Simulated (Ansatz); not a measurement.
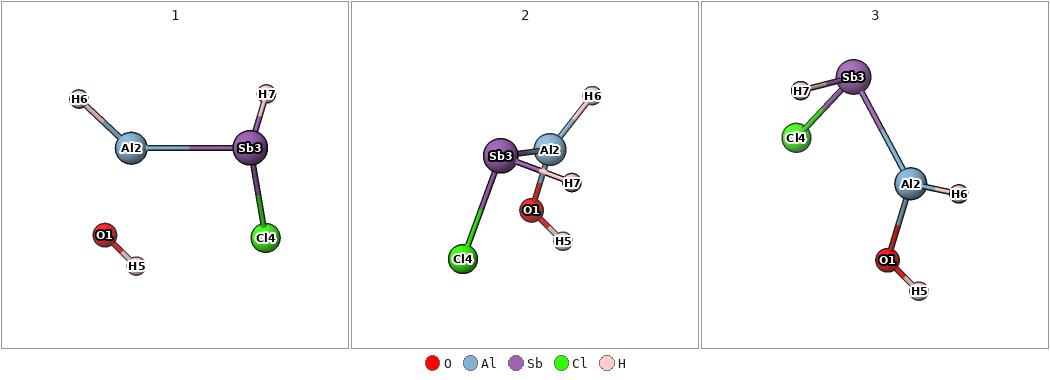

AlClH3OSb, SMILES [OH][AlH][SbH][Cl]. 
- Coordinates scanned: (1) bond length O1–Al2; (2) dihedral H5–O1–Al2–Sb3.
- Nothing is relaxed (all other coordinates rigid).
- The scan uses a 9 × 10 grid.
- Points are written as (first, second).
- All energies are given in eV relative to the lowest grid point.
- The reference is spin-restricted, which grows unreliable where a bond is stretched far.
- All numbers below come from RKS CAM-B3LYP-D4/def2-SVP (Ansatz 0.2.0).

The numbered pictures are structures from this grid.

### Which is the most stable, and how do the others follow?

2, at (1.676 Å, −108°): 0.34 eV; 3, at (2.108 Å, 144°): 1.55 eV; 1, at (2.395 Å, 0°): 2.76 eV.

The map, with the structures marked:

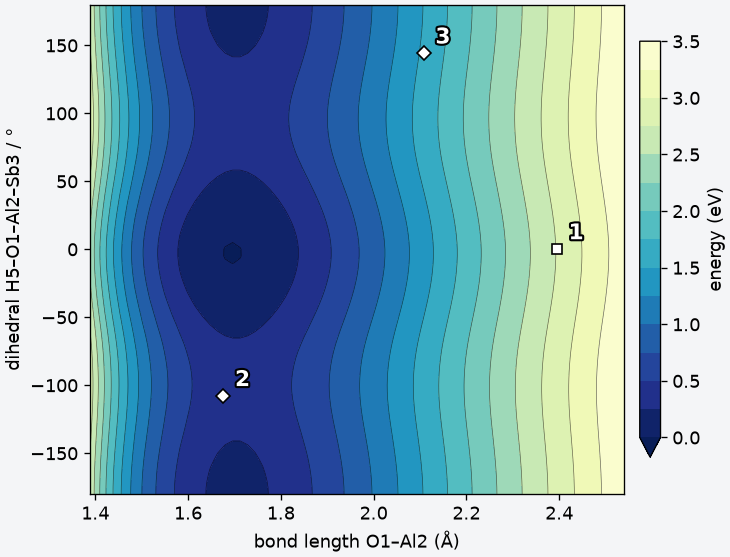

In the figure: filled contours. Between grid points the surface is interpolated.
